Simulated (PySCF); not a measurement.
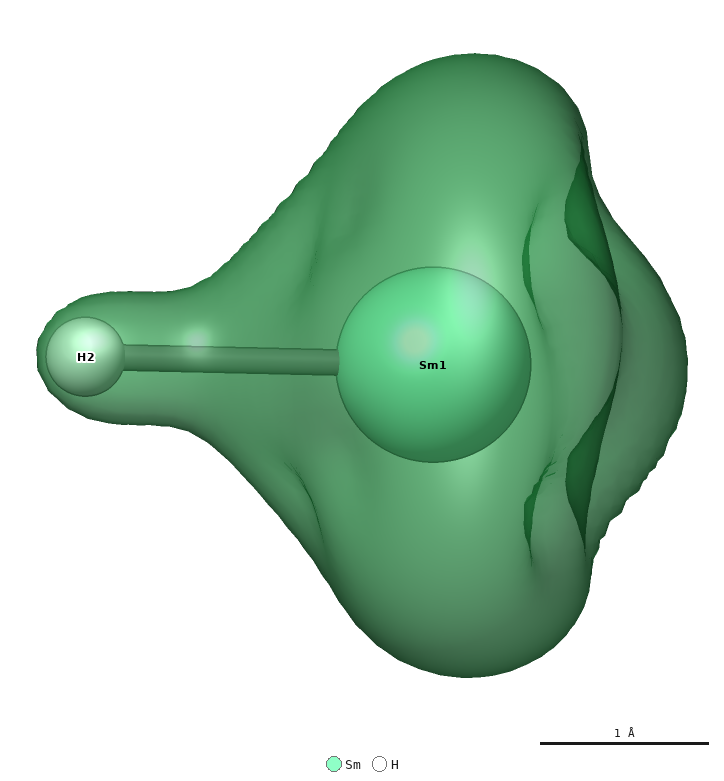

*SmH (octet). Isosurfaces of the spin density (α minus β) at +0.02 (green) and −0.02 e/Å³ (red), seen from one side.*

These are results of PBE0/x2c-TZVPPall, spin-free X2C-1e, Gaussian nucleus, at a bond length of 2.109 Å in PySCF 2.14.0, not measurements.

**Which atoms carry the spin?**

The unpaired spin (7 electrons) lies mostly on Sm1 (about 7.0), in electrons by Hirshfeld's partition. Only one sign reaches the isovalue.
